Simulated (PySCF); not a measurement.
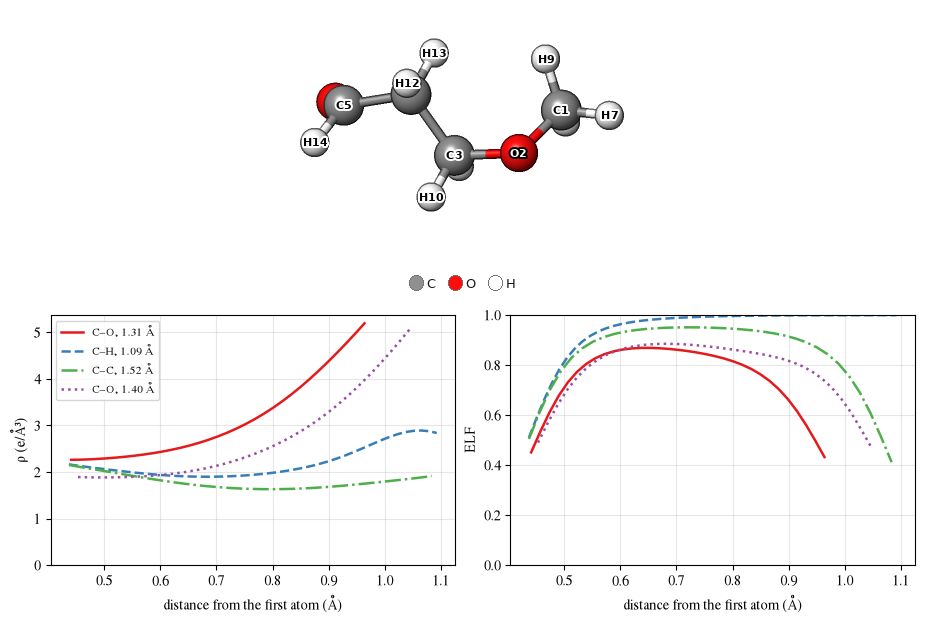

C4H8O2 (SMILES COCC[CH][O-]) (charge −1, doublet). Total electron density and ELF along straight lines between neighbouring atoms. The curves leave out the atomic cores. The structure is drawn too.

Geometry: GFN2-xTB.

Level of theory: UKS B3LYP, pcH-1 on C H O, non-relativistic, mean-field spin-orbit, GIAO in PySCF.

```json
{"atom": "C", "x (Å)": "-2.1072", "y (Å)": "0.3971", "z (Å)": "-0.1673"}
{"atom": "O", "x (Å)": "-1.1443", "y (Å)": "0.1501", "z (Å)": "-1.1460"}
{"atom": "C", "x (Å)": "0.0665", "y (Å)": "-0.4430", "z (Å)": "-0.6235"}
{"atom": "C", "x (Å)": "0.9614", "y (Å)": "0.4455", "z (Å)": "0.2564"}
{"atom": "C", "x (Å)": "2.2244", "y (Å)": "-0.2898", "z (Å)": "0.6774"}
{"atom": "O", "x (Å)": "2.1885", "y (Å)": "-1.1735", "z (Å)": "1.6396"}
{"atom": "H", "x (Å)": "-3.0000", "y (Å)": "0.7595", "z (Å)": "-0.6824"}
{"atom": "H", "x (Å)": "-2.3576", "y (Å)": "-0.5189", "z (Å)": "0.3881"}
{"atom": "H", "x (Å)": "-1.7796", "y (Å)": "1.1551", "z (Å)": "0.5549"}
{"atom": "H", "x (Å)": "0.6199", "y (Å)": "-0.7387", "z (Å)": "-1.5187"}
{"atom": "H", "x (Å)": "-0.1969", "y (Å)": "-1.3457", "z (Å)": "-0.0570"}
{"atom": "H", "x (Å)": "1.2112", "y (Å)": "1.3540", "z (Å)": "-0.3101"}
{"atom": "H", "x (Å)": "0.4098", "y (Å)": "0.7314", "z (Å)": "1.1573"}
{"atom": "H", "x (Å)": "2.9034", "y (Å)": "-0.4836", "z (Å)": "-0.1907"}
```

Question: Compare the contacts.

Answer: C–O (1.31 Å): ρ is about 2.6 e/Å³ halfway; the ELF peaks at about 0.85 between the atoms, as expected for a shared but strongly polarised pair.
C–H (1.09 Å): ρ is about 2 e/Å³ halfway; the ELF climbs to about 1 towards the hydrogen, as it does in any bond to H; a covalent bond by its length.
C–C (1.52 Å): ρ at the midpoint is about 1.6 e/Å³; the ELF peaks at about 0.95 between the atoms (a shared electron pair).
C–O (1.40 Å): ρ at the midpoint is about 2.1 e/Å³, with its minimum of 1.9 e/Å³ about 0.5 Å from C; the ELF peaks at about 0.90 between the atoms, as expected for a shared but strongly polarised pair.
